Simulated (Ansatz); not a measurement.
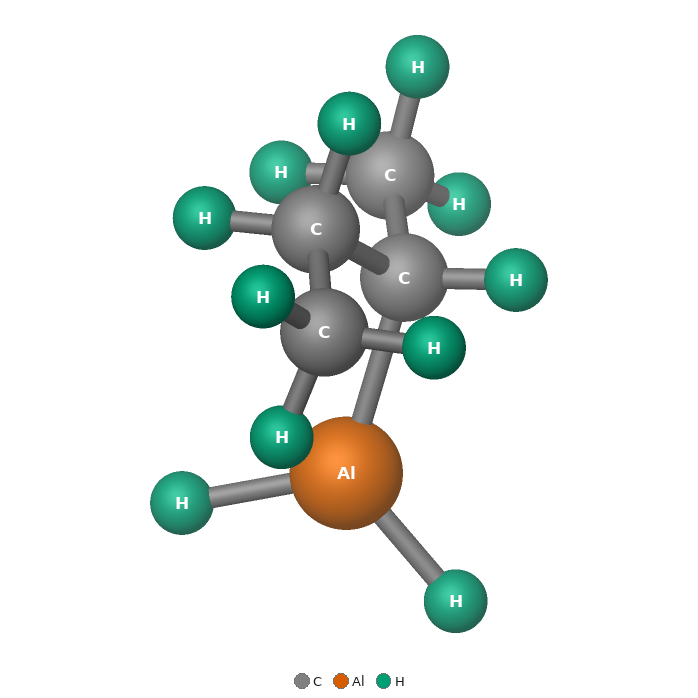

Rendered structure (ball-and-stick style). Every bond is drawn as one stick, whatever its order.

Computed geometry: PBE0-D4/def2-TZVP optimisation. No frequency run is at hand to confirm it as a minimum.

Describe the molecule.

The molecule is C₄H₁₁Al. As SMILES it reads `CC[C@H](C)[AlH2]`. The point group is C1. Coordination: 4 C tetrahedral; 1 Al trigonal planar.

More results for the same structure follow; atom numbers are the same in all pictures, views and colours differ.

## Geometry

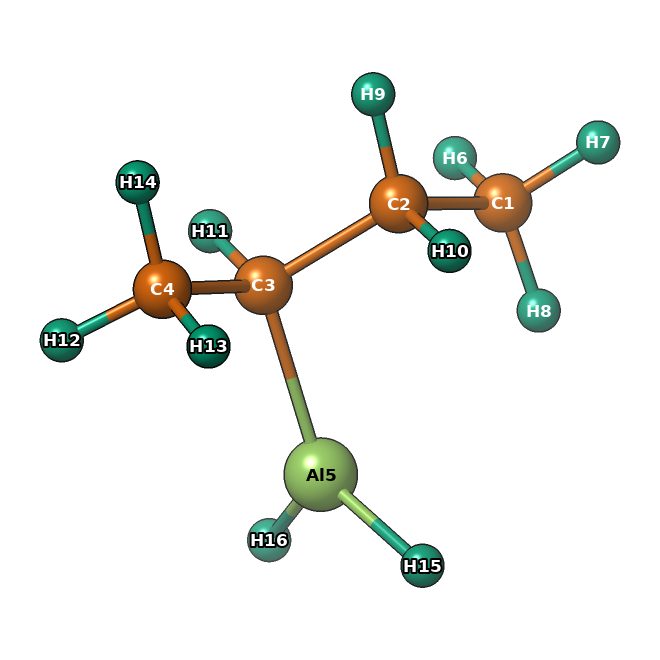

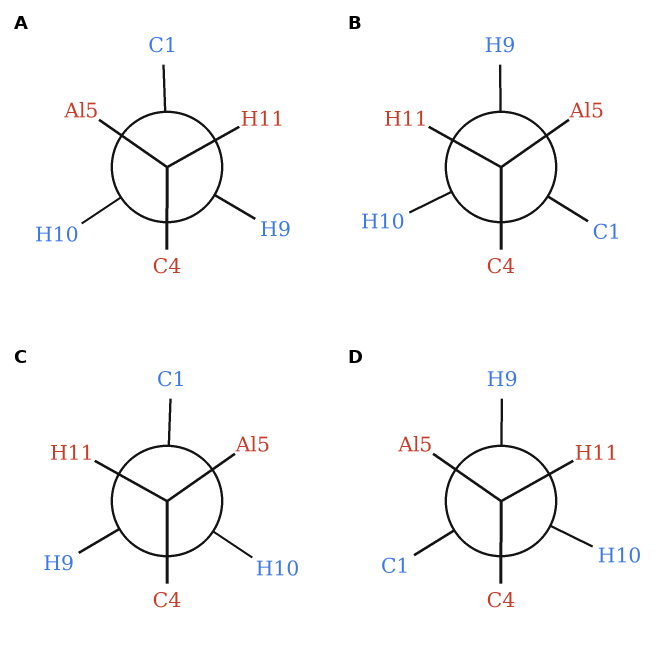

Atoms fade into the background with distance from the viewer. Bonds that would overlap in a projection are set slightly apart. No frequency run is at hand to confirm it as a minimum.

> Which Newman projection shows the view along C3–C2, with C3 in front?

A. The torsion angle Al5–C3–C2–C1 is 53°, synclinal (gauche).

## Levels of theory compared

No frequency run is at hand to confirm it as a minimum. Program: Ansatz 0.2.0.

At this fixed geometry, give HOMO energy (eV) at these levels: B3LYP-D4/def2-TZVPP; PBE-D4/def2-TZVPP; PBE0-D4/def2-TZVPP; r2SCAN-D4/def2-TZVPP; ωB97M-V/def2-TZVPP; ωB97X-V/def2-TZVPP.

```
               level  HOMO energy (eV)
 B3LYP-D4/def2-TZVPP             −6.92
   PBE-D4/def2-TZVPP             −5.91
  PBE0-D4/def2-TZVPP             −7.10
r2SCAN-D4/def2-TZVPP             −6.12
  ωB97M-V/def2-TZVPP             −9.30
  ωB97X-V/def2-TZVPP             −9.44
```

## Charges

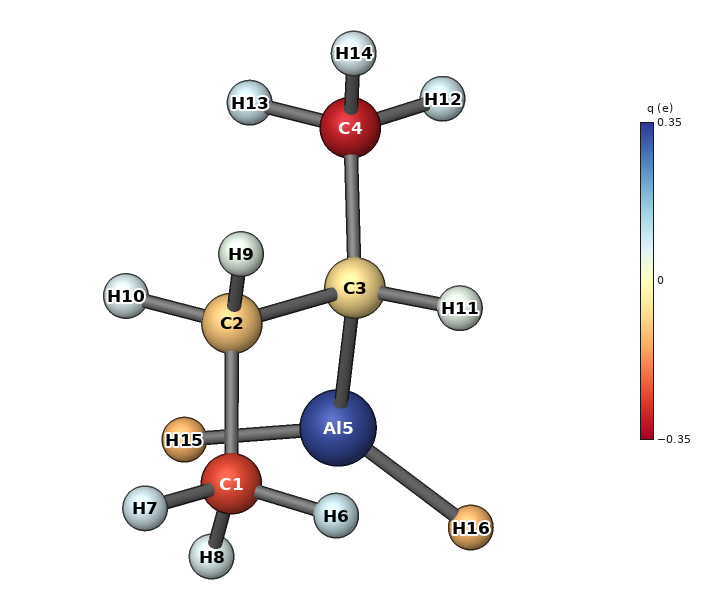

Atoms are coloured by their Mulliken charges. No frequency run is at hand to confirm it as a minimum. Properties computed with RKS PBE-D4/def2-TZVPP (Ansatz 0.2.0).

Give the Mulliken charges atom by atom.

| atom | value (e) |
| --- | --- |
| C1 | −0.25 |
| C2 | −0.10 |
| C3 | −0.07 |
| C4 | −0.30 |
| Al5 | 0.32 |
| H6 | 0.09 |
| H7 | 0.08 |
| H8 | 0.06 |
| H9 | 0.05 |
| H10 | 0.07 |
| H11 | 0.05 |
| H12 | 0.08 |
| H13 | 0.09 |
| H14 | 0.07 |
| H15 | −0.13 |
| H16 | −0.12 |

## Dipole moment

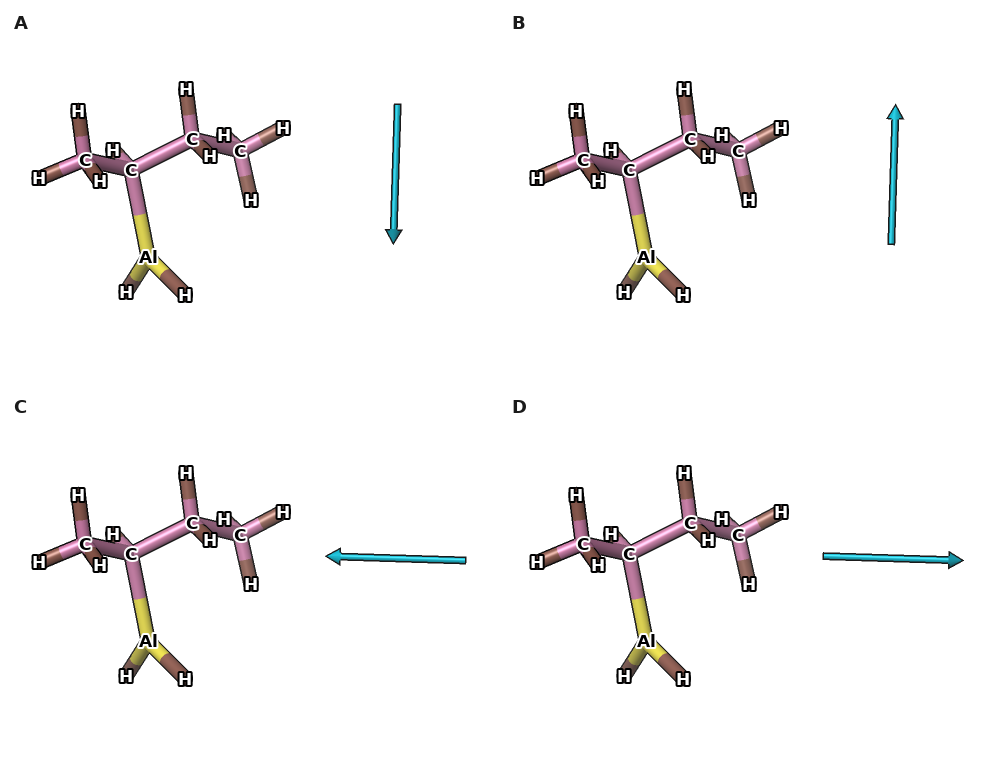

The same molecule four times, each with an arrow. No frequency run is at hand to confirm it as a minimum. Level of theory: RKS ωB97M-V/def2-TZVPP (Ansatz 0.2.0).

> Which arrow points along the dipole moment, from the negative to the positive end?

B. The dipole moment is 1.10 D.

Mulliken values depend strongly on the basis set and can even reverse the polarity of a bond.
